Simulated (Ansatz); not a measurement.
The relaxed structure here is a generated cell of SiNi: the first start was made by placing the elements on the sites of a structure type, and the end was not matched to a known phase here, so it may be hypothetical. Known forms of SiNi include space group No. 62.

A relaxed structure of SiNi. Space group Immm (No. 71). These are r2SCAN (plane waves to 500 eV, PAW, scalar-relativistic; Ansatz, a quantum-chemistry and plane-wave program) values and carry that method's errors.

```cif
data_Ni2Si2
_chemical_formula_sum 'Si2 Ni2'
_space_group_name_H-M_alt 'Immm'
_space_group_IT_number 71
_space_group_name_Hall '-I 2 2'
_cell_length_a 2.47717
_cell_length_b 3.88854
_cell_length_c 5.27695
_cell_angle_alpha 90.000
_cell_angle_beta 90.000
_cell_angle_gamma 90.000
loop_
_atom_site_label
_atom_site_type_symbol
_atom_site_symmetry_multiplicity
_atom_site_Wyckoff_symbol
_atom_site_fract_x
_atom_site_fract_y
_atom_site_fract_z
_atom_site_occupancy
Si1 Si 2 a 0.00000 0.00000 0.00000 1
Ni1 Ni 2 c 0.00000 0.00000 0.50000 1
```
(The calculation used a cell of 2 atoms; values per cell refer to that cell.)

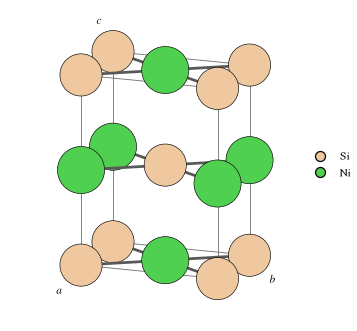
Figure. The conventional cell of the relaxed structure

* **Volume per atom**: 12.71 Å³
* **Band gap**: zero (metallic)
* **Magnetic moment**: zero (the starting moments vanished)
* **Shortest distances**: Ni–Si 2.31 Å; Si–Si 2.48 Å; Ni–Ni 2.48 Å
* **k-mesh**: 19×19×19

Band energies at high-symmetry points (eV from the Fermi level; labels of this space group; no spin-orbit coupling), from −5 eV up to 1.0 eV:

```json
[
 {"point": "Γ", "energies": "-3.78 -3.40 -2.77 -2.00 -1.54 -0.62"},
 {"point": "X", "energies": "-4.25 -3.83 -2.06 -1.91 -1.36 -1.25"},
 {"point": "F2", "energies": "-4.73 -4.30 -2.05 -0.99 -0.30 0.10"},
 {"point": "Σ0", "energies": "-4.73 -4.30 -2.05 -0.99 -0.30 0.10"},
 {"point": "Y0", "energies": "-3.43 -1.96 -1.74 -1.38 -1.35"},
 {"point": "U0", "energies": "-3.43 -1.96 -1.74 -1.38 -1.35"},
 {"point": "R", "energies": "-4.73 -3.38 -2.13 -1.96 0.09"},
 {"point": "W", "energies": "-3.28 -2.87 -2.60 -2.44 -1.22 0.02"}
]
```

No spin polarisation in the result: the starting moments vanished. A magnetic state may lie lower.

The run could not lose the symmetry of its start, so the end can be a saddle point.
